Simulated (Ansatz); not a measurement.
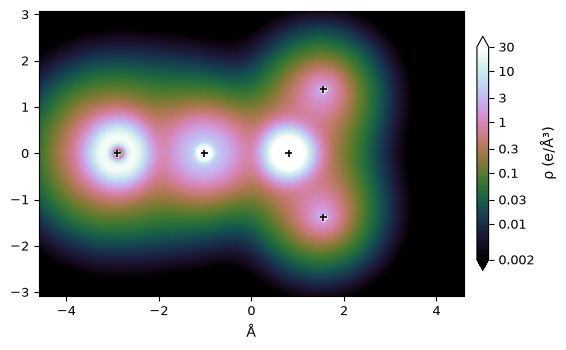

The electron density on a plane through atoms (crosses mark nuclei in the plane).

Theory: Ansatz 0.2.0, isolated molecule in a Gaussian basis; Kohn-Sham density functional theory, functional PBE0.

Candidates:
A. F2GeH5N2 (charge +1)
B. H3NSi2Sn
C. GaH2NSn

**Which candidate gave the map?**

Candidate C: GaH2NSn on the molecular plane, which holds Ga, N, Sn and H. Ga–N (1.82 Å): ρ is about 0.9 e/Å³ halfway. Sn–N (1.88 Å): the density is about 1.1 e/Å³ at the midpoint.
